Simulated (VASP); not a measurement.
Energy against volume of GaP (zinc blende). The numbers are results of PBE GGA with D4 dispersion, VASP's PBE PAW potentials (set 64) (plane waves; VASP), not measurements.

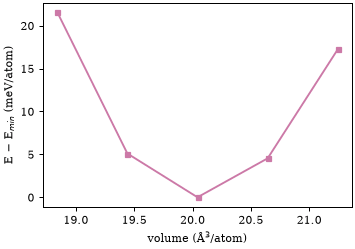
Energy against volume

Estimate the equilibrium volume and the bulk modulus.

The minimum lies near 20.0 Å³/atom, and the curvature gives B0 of about 85 GPa.

Measured: bulk modulus 89.6 GPa at 0 K (computed value off by -4.7 %), as given by Daniel Mejia-Rodriguez et al., Physical Review B (2018), arXiv:1807.09216 [0 K value with the zero-point phonon effect removed]; a 5.439 Å at 0 K (computed value off by -0.1 %), as given by Daniel Mejia-Rodriguez et al., Physical Review B (2018), arXiv:1807.09216 [static lattice: zero-point anharmonic expansion removed].

The compound is GaP in the zinc blende structure. It was relaxed first.
